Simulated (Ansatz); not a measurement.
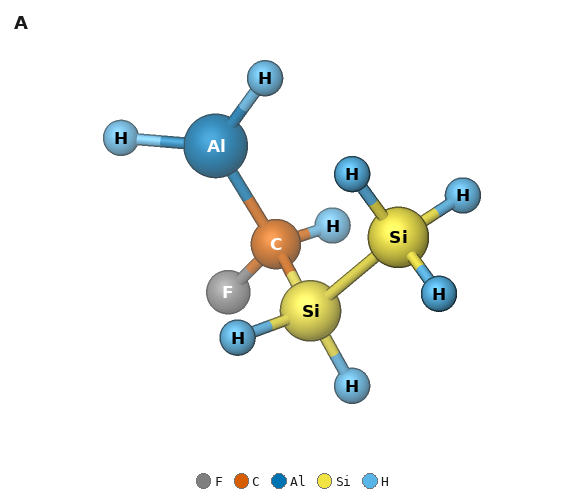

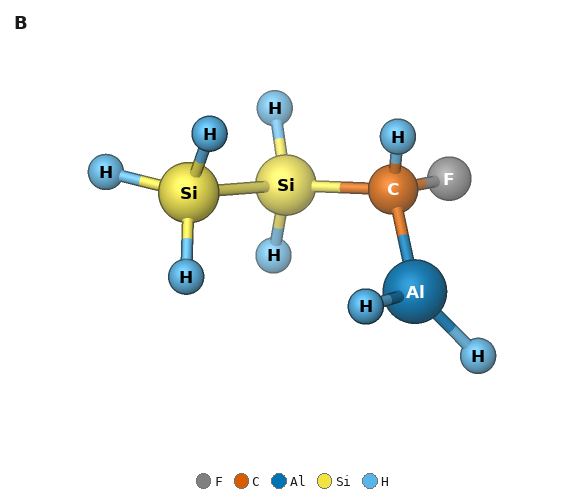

Atoms fade into the background with distance from the viewer. The computed structure is the end point of a PBE-D4/def2-SVP optimisation. No frequency run is at hand to confirm it as a minimum.

> Can A be turned into B by a rotation alone?

No. They are enantiomers, mirror images that no rotation superimposes: A is F[C@@H]([AlH2])[SiH2][SiH3] (), B is F[C@H]([AlH2])[SiH2][SiH3] (). Their energies are equal.
